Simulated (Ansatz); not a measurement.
# H₃S+ (triplet): trial inputs and their diagnosis at distance S1–H3 = 2.785 Å

3 inputs are run for H₃S+ (triplet) as typed; the log has to tell whether the result can be used and what must change.

Method: the settings change from run to run; program: Ansatz 0.2.0, Gaussian basis.

23 further runs of the same task are left out: 1 for a mislabelled method, 16 that didn't finish, 6 set aside as unsound or not needed.

## Step 1: The system

The geometry derives from a PBE0/def2-TZVP stationary point (not a proven minimum). One bond is set to the value named and the two fragments are kept rigid.

4 atoms, charge 1, spin multiplicity 3.

Atoms are counted from 1 here; the program's logs count them from 0.

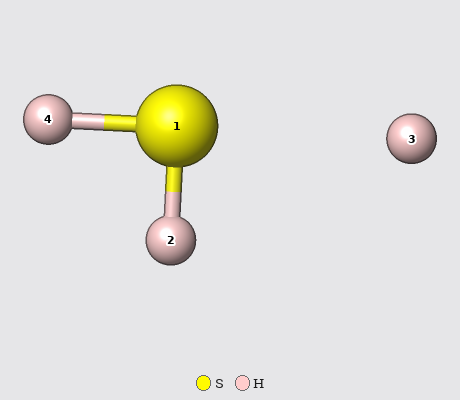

The geometry (sulfur yellow, hydrogen pink); atoms are numbered from 1 in the order of the file.

Coordinates:

```
atom    x (Å)     y (Å)     z (Å)
  S1  0.00000  -0.03915  -0.03633
  H2  0.00000   1.31833  -0.03633
  H3  0.00000  -0.03565   2.74866
  H4  0.00000  -0.03724  -1.55646
```

## Step 2: Try 1

Contents of in.yaml:

```yaml
crystal:
  periodic: [false, false, false]
  atoms:
    - {symbol: S, position_ang: [0.000000, -0.039150, -0.036334]}
    - {symbol: H, position_ang: [0.000000, 1.318330, -0.036334]}
    - {symbol: H, position_ang: [0.000000, -0.035648, 2.748664]}
    - {symbol: H, position_ang: [0.000000, -0.037239, -1.556461]}
basis:
  gaussian: {orbitals: 6-31G}
total_charge: 1
magnetization: {spin_polarized: false, initial_magnetization: 2}
correlation: {method: sc_nevpt2, electrons: all, active_space: {window: {electrons: 4, orbitals: 4}, places: [1, 2]}}
accuracy: high
```

The run is started by

```sh
ansatz run in.yaml --threads 1 --pin off --events-out ev --progress --plain --max-ram 2393MiB
```

The log of the run:

```text
Error: invalid value for `correlation.active_space`: name one of window, places and ras
```

It took 0.06 s on 1 thread of AMD EPYC, shared host.

Diagnosis: The run was refused. The active space is defined twice. Fix: keep one definition.

## Step 3: Try 2

Contents of in.yaml:

```yaml
crystal:
  periodic: [false, false, false]
  atoms:
    - {symbol: S, position_ang: [0.000000, -0.020718, -0.019228]}
    - {symbol: H, position_ang: [0.000000, 0.697660, -0.019228]}
    - {symbol: H, position_ang: [0.000000, -0.018865, 1.454593]}
    - {symbol: H, position_ang: [0.000000, -0.019707, -0.823679]}
basis:
  gaussian: {orbitals: cc-pVDZ}
total_charge: 1
magnetization: {spin_polarized: false, initial_magnetization: 2}
correlation: {method: ccsdt_q, electrons: valence}
scf: {omitted_lower_state_checks: [cluster_reference]}
```

Same command.

The log of the run (excerpt; [...] marks lines left out):

```text
Functional definition: HF
  name "HF"
  cite "Fock, Z. Phys. 61, 126 (1930) doi:10.1007/BF01340294"
  parent pbe
[...]
605 factors; integrals over basis functions are off by at most 2.5e-7 eV
[...]
mean field -10818.46694518 eV, -397.5713272151 hartree, gradient 5.0e-6 eV, S^2 2.000000; 0 other end points of the search recorded, 0 dependent functions left out
5 core orbitals not correlated: weight in the atoms' cores, before any rotation towards them, 1.000 or more for the frozen orbitals, at most 0.000 for the correlated occupied ones
reference -10818.46694518 eV, -397.5713272151 hartree; 5, 3 occupied and 23, 25 virtual orbitals, 605 factors
second order -3.34580533 eV of doubles, -0.13976058 eV of singles
cycle   1  -3.98283908 eV  change   -4.9e-1 eV  update   4.3e-2
[...]
cycle  12  -4.19679443 eV  change    5.9e-8 eV  update   1.7e-7
perturbative correction -0.00207033 eV, -0.0000760831 hartree
Total energy: -10822.66580994 eV, -397.7256326490 hartree
Checks for a lower state left out: cluster_reference
```

Run time: 15 s. Hardware: 1 thread of AMD EPYC, shared host.

Diagnosis: The run converged, which proves nothing about the input. The coordinates are scaled by the bohr-ångström factor. The shortest distance is 0.72 Å, against 1.36 Å in the geometry of step 1. Its energy belongs to another geometry. To mend it, restore the coordinates in ångström.

## Step 4: Try 3

Contents of in.yaml:

```yaml
crystal:
  periodic: [false, false, false]
  atoms:
    - {symbol: S, position_ang: [0.050000, 1.318330, -0.036334]}
    - {symbol: H, position_ang: [0.000000, 1.318330, -0.036334]}
    - {symbol: H, position_ang: [0.000000, -0.035648, 2.748664]}
    - {symbol: H, position_ang: [0.000000, -0.037239, -1.556461]}
basis:
  gaussian: {orbitals: cc-pVDZ}
total_charge: 1
magnetization: {spin_polarized: false, initial_magnetization: 2}
hamiltonian: {xc: {name: PBE0}}
correlation: {method: ccsdt_q_b, electrons: outside_noble_gas}
```

The command is unchanged.

The log of the run (excerpt; [...] marks lines left out):

```text
Functional definition: PBE0
  name "PBE0"
  cite "Adamo & Barone, J. Chem. Phys. 110, 6158 (1999) doi:10.1063/1.478522"
  cite "Perdew, Burke & Ernzerhof, Phys. Rev. Lett. 77, 3865 (1996) doi:10.1103/PhysRevLett.77.3865"
  parent pbe
[...]
526 factors; integrals over basis functions are off by at most 1.3e-7 eV
[...]
mean field -7502.87212321 eV, -275.7254648987 hartree, gradient 4.0e-6 eV, S^2 2.000000; 7 other end points of the search recorded, 0 dependent functions left out
[...]
5 core orbitals not correlated: weight in the atoms' cores, before any rotation towards them, 0.993 or more for the frozen orbitals, at most 0.003 for the correlated occupied ones
reference -7488.25418189 eV, -275.1882654635 hartree; 5, 3 occupied and 23, 25 virtual orbitals, 526 factors
second order -3.53109457 eV of doubles, -0.41469421 eV of singles
cycle   1  -4.25277097 eV  change   -3.2e-1 eV  update   8.6e-2
[...]
cycle  27  -4.67812544 eV  change    6.3e-7 eV  update   7.2e-7
perturbative correction -0.00735737 eV, -0.0002703784 hartree
Total energy: -7492.93966470 eV, -275.3604537810 hartree
```

Wall time 23 s (1 thread of AMD EPYC, shared host).

What is wrong: The run converged, which proves nothing about the input. One atom lies on top of another. The shortest distance is 0.05 Å, against 1.36 Å in the geometry of step 1. Its energy belongs to another geometry. To mend it, restore its position.

## Step 5: Summary

```
try                     level      ended                                                   cause    time
  1         NEVPT2(4,4)/6-31G    refused                       the active space is defined twice  0.06 s
  2  CCSDT(Q) on ROHF/cc-pVDZ  converged  the coordinates are scaled by the bohr-ångström factor    15 s
  3        CCSDT(Q)/B/cc-pVDZ  converged                         one atom lies on top of another    23 s
```

1 refused, 2 converged. The input that converges on a wrong geometry or spin is the dangerous one: no error points at it, so geometry and ⟨S²⟩ have to be checked.
